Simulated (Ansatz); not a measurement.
## Nudged elastic band, with input and output: SnH5ClO2 (part 1 of 2)

SnH5ClO2, computed with RKS BHLYP-D4/def2-SVP (Ansatz 0.2.0).

It belongs to a series of runs on one base structure; here: band between the two ends. Figures and captions count atoms from 1; the log counts them from 0 in places.

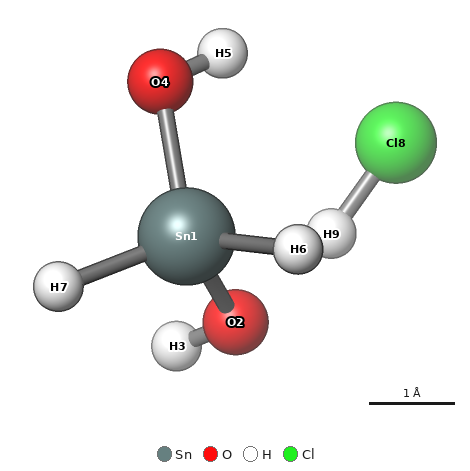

Fig. 1: The starting structure (ball-and-stick view, seen at a tilt; atoms are numbered from 1 in the order of the input). Sticks mark near contacts. Bond lengths as drawn: Cl–H 1.32 Å, H–O 0.96 Å, H–Sn 1.69 Å and O–Sn 1.96 to 2.01 Å.

## Input
```yaml
crystal:
  periodic: [false, false, false]
  atoms:
    - { symbol: Sn, position_ang: [-0.319111, -0.178144, -0.175958] }
    - { symbol: O, position_ang: [-0.336893, 0.245356, 1.787113] }
    - { symbol: H, position_ang: [-0.327057, -0.505677, 2.378914] }
    - { symbol: O, position_ang: [1.554209, -0.570621, -0.585768] }
    - { symbol: H, position_ang: [2.147547, 0.104468, -0.252004] }
    - { symbol: H, position_ang: [-0.897946, 1.239519, -0.894641] }
    - { symbol: H, position_ang: [-1.161819, -1.629689, -0.4112] }
    - { symbol: Cl, position_ang: [1.999648, 2.026642, 1.541579] }
    - { symbol: H, position_ang: [0.96502, 1.290745, 1.913264] }
basis:
  gaussian: { orbitals: def2-SVP }
hamiltonian:
  xc: { name: BHLYP }
  dispersion: d4
neb:
  order_check: false
  images: 7
  f_tol: 0.05
  max_iterations: 60
  final_atoms:
    - { symbol: Sn, position_ang: [0.4627853, 0.10892695, -0.11415201] }
    - { symbol: O, position_ang: [-0.91533819, 0.64155295, 2.18725049] }
    - { symbol: H, position_ang: [-1.11026616, -0.08029453, 2.78299055] }
    - { symbol: O, position_ang: [1.54881477, -0.12284617, -1.74625667] }
    - { symbol: H, position_ang: [2.40083911, -0.5363544, -1.62582733] }
    - { symbol: H, position_ang: [-0.70996632, 1.19950343, -0.63149141] }
    - { symbol: H, position_ang: [0.12179565, -1.44408642, 0.47544769] }
    - { symbol: Cl, position_ang: [2.01833079, 1.13392632, 1.3753319] }
    - { symbol: H, position_ang: [-0.19339696, 1.12227087, 2.59800581] }
  initial_path:
    images:
      - { positions_ang: [[-0.319111, -0.178144, -0.175958], [-0.336893, 0.245356, 1.787113], [-0.327057, -0.505677, 2.378914], [1.554209, -0.570621, -0.585768], [2.147547, 0.104468, -0.252004], [-0.897946, 1.239519, -0.894641], [-1.161819, -1.629689, -0.4112], [1.999648, 2.026642, 1.541579], [0.96502, 1.290745, 1.913264]] }
      - { positions_ang: [[-0.23781459, -0.13255549, -0.13338974], [-0.25748651, 0.18169491, 1.9163689], [-0.47852394, -0.45198955, 2.44158369], [1.63101193, -0.42683646, -0.59884552], [2.15496899, -0.15851991, -0.3781994], [-0.87456341, 1.28687021, -0.81740474], [-1.07376953, -1.57492239, -0.45898678], [1.85519639, 2.05492641, 1.37540772], [0.90457867, 1.24393127, 1.95476487]] }
      - { positions_ang: [[-0.15651817, -0.08696698, -0.09082148], [-0.17808002, 0.11803383, 2.04562479], [-0.62999088, -0.39830211, 2.50425338], [1.70781486, -0.28305192, -0.61192304], [2.16239097, -0.42150783, -0.50439481], [-0.85118082, 1.33422142, -0.74016847], [-0.98572007, -1.52015578, -0.50677356], [1.71074478, 2.08321082, 1.20923645], [0.84413735, 1.19711755, 1.99626573]] }
      - { positions_ang: [[-0.07522176, -0.04137847, -0.04825323], [-0.09867353, 0.05437274, 2.17488069], [-0.78145782, -0.34461466, 2.56692307], [1.78461779, -0.13926737, -0.62500056], [2.16981296, -0.68449574, -0.63059021], [-0.82779823, 1.38157263, -0.66293221], [-0.8976706, -1.46538918, -0.55456033], [1.56629317, 2.11149522, 1.04306517], [0.78369602, 1.15030382, 2.0377666]] }
      - { positions_ang: [[0.00607466, 0.00421004, -0.00568497], [-0.01926704, -0.00928835, 2.30413658], [-0.93292477, -0.29092721, 2.62959276], [1.86142072, 0.00451717, -0.63807808], [2.17723494, -0.94748365, -0.75678561], [-0.80441564, 1.42892384, -0.58569594], [-0.80962113, -1.41062257, -0.60234711], [1.42184156, 2.13977963, 0.8768939], [0.7232547, 1.10349009, 2.07926747]] }
      - { positions_ang: [[0.12025232, 0.03038927, -0.03280173], [-0.24328483, 0.15342198, 2.27491506], [-0.97726011, -0.23826904, 2.66794221], [1.78326924, -0.02732367, -0.91512273], [2.23313598, -0.84470134, -0.97404604], [-0.78080331, 1.37156874, -0.59714481], [-0.57676694, -1.41898853, -0.33289841], [1.57096386, 1.8883163, 1.0015034], [0.49409178, 1.10818529, 2.20895206]] }
      - { positions_ang: [[0.23442998, 0.05656849, -0.05991849], [-0.46730262, 0.3161323, 2.24569354], [-1.02159546, -0.18561087, 2.70629165], [1.70511775, -0.0591645, -1.19216738], [2.28903703, -0.74191903, -1.19130647], [-0.75719098, 1.31421364, -0.60859368], [-0.34391274, -1.42735449, -0.06344971], [1.72008617, 1.63685298, 1.1261129], [0.26492887, 1.11288048, 2.33863664]] }
      - { positions_ang: [[0.34860764, 0.08274772, -0.08703525], [-0.6913204, 0.47884263, 2.21647201], [-1.06593081, -0.1329527, 2.7446411], [1.62696626, -0.09100533, -1.46921203], [2.34493807, -0.63913672, -1.4085669], [-0.73357865, 1.25685853, -0.62004255], [-0.11105855, -1.43572046, 0.20599899], [1.86920848, 1.38538965, 1.2507224], [0.03576596, 1.11757568, 2.46832123]] }
      - { positions_ang: [[0.4627853, 0.10892695, -0.11415201], [-0.91533819, 0.64155295, 2.18725049], [-1.11026616, -0.08029453, 2.78299055], [1.54881477, -0.12284617, -1.74625667], [2.40083911, -0.5363544, -1.62582733], [-0.70996632, 1.19950343, -0.63149141], [0.12179565, -1.44408642, 0.47544769], [2.01833079, 1.13392632, 1.3753319], [-0.19339696, 1.12227087, 2.59800581]] }
```

Run as:
```bash
ansatz run input.yaml --threads 2 --pin off --max-ram 3072MiB --backend cpu --events-out ev --progress --plain --runs-dir out
```

## What the program printed
```
Engine: ansatz 0.2.0, x86_64-unknown-linux-gnu
Functional definition: BHLYP
  parameter a = 0.5
  exchange = (1 - a)*b88_x + a*exact_x
  correlation = lyp_c
1092 factors; integrals over basis functions are off by at most 3.5e-4 eV
mean field evaluation 1: about -22512.0871 eV, gradient 6.1e1 eV
mean field evaluation 2: about -22506.6651 eV, gradient 8.1e1 eV
mean field evaluation 4: about -22518.7268 eV, gradient 2.5e0 eV
mean field evaluation 8: about -22518.7399 eV, gradient 2.3e-2 eV
mean field -22518.73991015 eV, -827.5484279479 hartree, gradient 1.5e-5 eV, S^2 0.000000; 0 other end points of the search recorded, 0 dependent functions left out
the calculation of the forces begins
reference -22518.74008516 eV, -827.5484343795 hartree; 30, 30 occupied and 67, 67 virtual orbitals, 1092 factors
1095 factors; integrals over basis functions are off by at most 6.2e-4 eV
mean field evaluation 16: about -22513.1042 eV, gradient 6.0e1 eV
mean field -22519.48525510 eV, -827.5758188696 hartree, gradient 6.5e-5 eV, S^2 0.000000; 0 other end points of the search recorded, 0 dependent functions left out
[... from here on the field's lines of each further geometry are left out, up to the last ...]
NEB iter   1: max|band force component| = 1.795e2 eV/Å  barrier→ = 25.3559 eV  barrier← = 26.1027 eV  Δτ_max = 0.2000 Å  (224 SCF iters)
NEB iter   2: max|band force component| = 8.844e1 eV/Å  barrier→ = 11.4359 eV  barrier← = 12.1827 eV  Δτ_max = 0.2000 Å  (216 SCF iters)
NEB iter   3: max|band force component| = 4.310e1 eV/Å  barrier→ = 4.9135 eV  barrier← = 5.6604 eV  Δτ_max = 0.1994 Å  (207 SCF iters)
NEB iter   4: max|band force component| = 1.893e1 eV/Å  barrier→ = 1.9678 eV  barrier← = 2.7147 eV  Δτ_max = 0.1979 Å  (208 SCF iters)
NEB iter   5: max|band force component| = 7.699e0 eV/Å  barrier→ = 0.7575 eV  barrier← = 1.5044 eV  Δτ_max = 0.1988 Å  (207 SCF iters)
NEB iter   6: max|band force component| = 2.747e0 eV/Å  barrier→ = 0.5713 eV  barrier← = 1.3182 eV  Δτ_max = 0.1955 Å  (211 SCF iters)
NEB iter   7: max|band force component| = 1.405e0 eV/Å  barrier→ = 0.4984 eV  barrier← = 1.2452 eV  Δτ_max = 0.2000 Å  (206 SCF iters)
NEB iter   8: max|band force component| = 2.197e0 eV/Å  barrier→ = 0.4384 eV  barrier← = 1.1853 eV  Δτ_max = 0.0991 Å  (208 SCF iters)
NEB iter   9: max|band force component| = 1.061e0 eV/Å  barrier→ = 0.3737 eV  barrier← = 1.1206 eV  Δτ_max = 0.1398 Å  (205 SCF iters)
NEB iter  10: max|band force component| = 5.022e-1 eV/Å  barrier→ = 0.3241 eV  barrier← = 1.0710 eV  CI = image 4  Δτ_max = 0.2000 Å  (205 SCF iters)
NEB iter  11: max|band force component| = 7.987e-1 eV/Å  barrier→ = 0.5241 eV  barrier← = 1.2710 eV  CI = image 4  Δτ_max = 0.1001 Å  (199 SCF iters)
NEB iter  12: max|band force component| = 6.299e-1 eV/Å  barrier→ = 0.4961 eV  barrier← = 1.2430 eV  CI = image 4  Δτ_max = 0.1009 Å  (194 SCF iters)
NEB iter  13: max|band force component| = 2.998e-1 eV/Å  barrier→ = 0.4798 eV  barrier← = 1.2267 eV  CI = image 4  Δτ_max = 0.1971 Å  (195 SCF iters)
NEB iter  14: max|band force component| = 1.796e-1 eV/Å  barrier→ = 0.4775 eV  barrier← = 1.2243 eV  CI = image 4  Δτ_max = 0.2000 Å  (190 SCF iters)
NEB iter  15: max|band force component| = 3.459e-1 eV/Å  barrier→ = 0.4757 eV  barrier← = 1.2226 eV  CI = image 4  Δτ_max = 0.1042 Å  (186 SCF iters)
NEB iter  16: max|band force component| = 2.969e-1 eV/Å  barrier→ = 0.4746 eV  barrier← = 1.2215 eV  CI = image 4  Δτ_max = 0.1017 Å  (188 SCF iters)
NEB iter  17: max|band force component| = 3.432e-1 eV/Å  barrier→ = 0.4730 eV  barrier← = 1.2199 eV  CI = image 4  Δτ_max = 0.0502 Å  (190 SCF iters)
NEB iter  18: max|band force component| = 1.533e-1 eV/Å  barrier→ = 0.4714 eV  barrier← = 1.2183 eV  CI = image 4  Δτ_max = 0.0998 Å  (193 SCF iters)
NEB iter  19: max|band force component| = 3.569e-1 eV/Å  barrier→ = 0.4677 eV  barrier← = 1.2146 eV  CI = image 4  Δτ_max = 0.0510 Å  (196 SCF iters)
NEB iter  20: max|band force component| = 1.077e-1 eV/Å  barrier→ = 0.4652 eV  barrier← = 1.2121 eV  CI = image 4  Δτ_max = 0.0997 Å  (190 SCF iters)
NEB iter  21: max|band force component| = 1.282e-1 eV/Å  barrier→ = 0.4581 eV  barrier← = 1.2049 eV  CI = image 4  Δτ_max = 0.0499 Å  (196 SCF iters)
NEB iter  22: max|band force component| = 1.383e-1 eV/Å  barrier→ = 0.4530 eV  barrier← = 1.1999 eV  CI = image 4  Δτ_max = 0.0251 Å  (193 SCF iters)
NEB iter  23: max|band force component| = 1.200e-1 eV/Å  barrier→ = 0.4500 eV  barrier← = 1.1969 eV  CI = image 4  Δτ_max = 0.0250 Å  (186 SCF iters)
NEB iter  24: max|band force component| = 8.341e-2 eV/Å  barrier→ = 0.4467 eV  barrier← = 1.1935 eV  CI = image 4  Δτ_max = 0.0250 Å  (184 SCF iters)
NEB iter  25: max|band force component| = 9.208e-2 eV/Å  barrier→ = 0.4429 eV  barrier← = 1.1898 eV  CI = image 4  Δτ_max = 0.0250 Å  (185 SCF iters)
NEB iter  26: max|band force component| = 1.011e-1 eV/Å  barrier→ = 0.4388 eV  barrier← = 1.1857 eV  CI = image 4  Δτ_max = 0.0499 Å  (186 SCF iters)
NEB iter  27: max|band force component| = 1.193e-1 eV/Å  barrier→ = 0.4295 eV  barrier← = 1.1764 eV  CI = image 4  Δτ_max = 0.1002 Å  (184 SCF iters)
NEB iter  28: max|band force component| = 1.532e-1 eV/Å  barrier→ = 0.4068 eV  barrier← = 1.1537 eV  CI = image 4  Δτ_max = 0.1941 Å  (193 SCF iters)
NEB iter  29: max|band force component| = 4.770e-1 eV/Å  barrier→ = 0.3490 eV  barrier← = 1.0959 eV  CI = image 4  Δτ_max = 0.1001 Å  (198 SCF iters)
NEB iter  30: max|band force component| = 2.782e-1 eV/Å  barrier→ = 0.3168 eV  barrier← = 1.0637 eV  CI = image 4  Δτ_max = 0.1976 Å  (196 SCF iters)
NEB iter  31: max|band force component| = 3.304e-1 eV/Å  barrier→ = 0.2610 eV  barrier← = 1.0079 eV  CI = image 4  Δτ_max = 0.2000 Å  (193 SCF iters)
NEB iter  32: max|band force component| = 4.833e-1 eV/Å  barrier→ = 0.2345 eV  barrier← = 0.9814 eV  CI = image 4  Δτ_max = 0.0999 Å  (195 SCF iters)
NEB iter  33: max|band force component| = 3.530e-1 eV/Å  barrier→ = 0.2077 eV  barrier← = 0.9546 eV  CI = image 4  Δτ_max = 0.0998 Å  (182 SCF iters)
NEB iter  34: max|band force component| = 2.233e-1 eV/Å  barrier→ = 0.2023 eV  barrier← = 0.9492 eV  CI = image 4  Δτ_max = 0.1000 Å  (182 SCF iters)
NEB iter  35: max|band force component| = 3.081e-1 eV/Å  barrier→ = 0.2061 eV  barrier← = 0.9530 eV  CI = image 4  Δτ_max = 0.0500 Å  (186 SCF iters)
NEB iter  36: max|band force component| = 1.995e-1 eV/Å  barrier→ = 0.2036 eV  barrier← = 0.9505 eV  CI = image 4  Δτ_max = 0.0498 Å  (184 SCF iters)
NEB iter  37: max|band force component| = 1.104e-1 eV/Å  barrier→ = 0.2020 eV  barrier← = 0.9489 eV  CI = image 4  Δτ_max = 0.0500 Å  (183 SCF iters)
NEB iter  38: max|band force component| = 5.689e-2 eV/Å  barrier→ = 0.2014 eV  barrier← = 0.9482 eV  CI = image 4  Δτ_max = 0.0499 Å  (181 SCF iters)
NEB iter  39: max|band force component| = 7.793e-2 eV/Å  barrier→ = 0.2006 eV  barrier← = 0.9475 eV  CI = image 4  Δτ_max = 0.0250 Å  (181 SCF iters)
```
